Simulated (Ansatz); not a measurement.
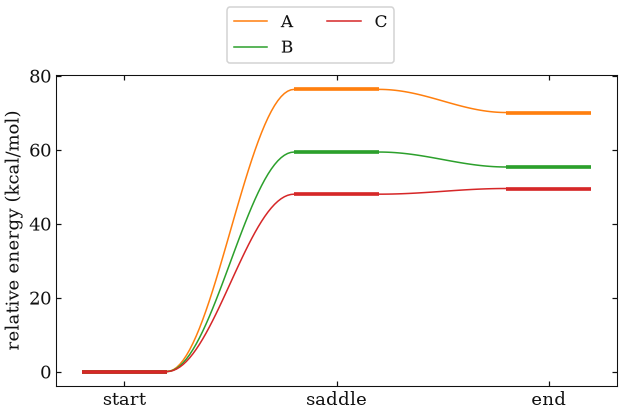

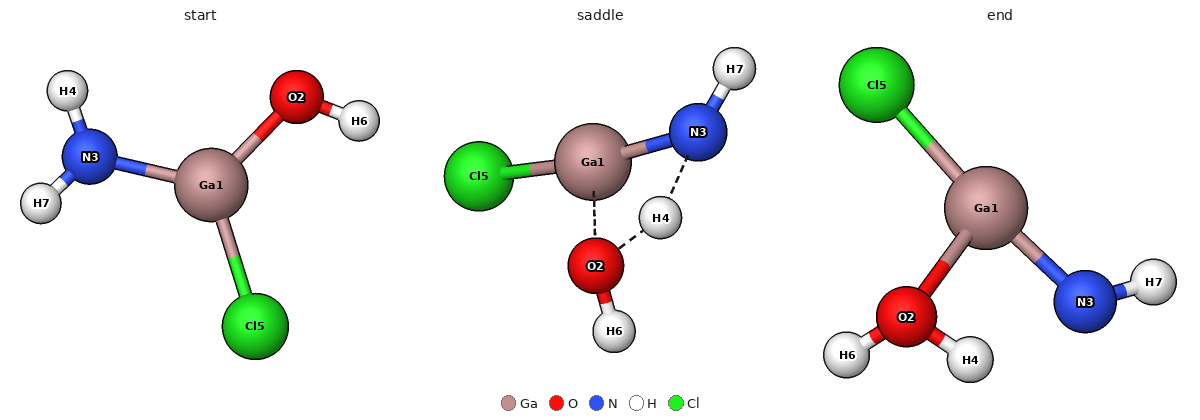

One elementary step of GaNH₃OCl, singlet: start, first-order saddle point (changing pairs dashed) and end. Electronic energies at PBE0-D4/def2-TZVP geometries, energies in def2-TZVPP, the Ansatz code; cores frozen in correlated methods, no zero-point terms. Start and end are the structures at the ends of the path (complexes, where there are several molecules). On heavy atoms the filled d shell below the valence is correlated. The limit is the MP2 basis limit plus CCSD(T) less MP2 in triple zeta. Lines between the levels only guide the eye.

Which bonds change in the step?

Answer. O2–H4 (3.31 → 1.12 → 0.99 Å) forms; N3–H4 (1.01 → 1.46 → 1.95 Å) breaks; Ga1–O2 (1.77 → 2.02 → 2.11 Å) lengthens (lengths at start, saddle and end; changes of bond order aren't listed). The imaginary mode at the saddle is 838.0i cm⁻¹ (PBE0-D4).

The profiles are CCSD(T) at the basis limit, HF and LDA (SPW92). Which is which?

Answer. A: HF (barrier 76.3, step 70.0 kcal/mol); B: CCSD(T) at the basis limit (barrier 59.4, step 55.3 kcal/mol); C: LDA (SPW92) (barrier 48.0, step 49.5 kcal/mol, the PBE0-D4 saddle lying below an end).

Limits of at least one run: no scalar relativity up to krypton.
